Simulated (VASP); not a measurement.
Band structure of P (relaxed from the diamond structure, space group Fd-3m). All values below come from PBEsol GGA, VASP's PBE PAW potentials (set 64) (plane waves; VASP 6.6.1).

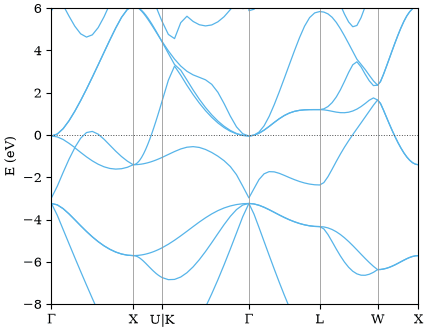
Bands along high-symmetry lines, zero at the valence-band maximum or, without a gap, the Fermi level

**Question.** Read the plot: is there a gap, and where are the band edges?

**Answer.** It has no gap at this level: it comes out as a metal or semimetal. (Edges off the drawn lines would not show.)

The structure was generated: P was put into the diamond type (Fd-3m), which need not be its known phase. It was relaxed first, which changed the volume by +29 %.
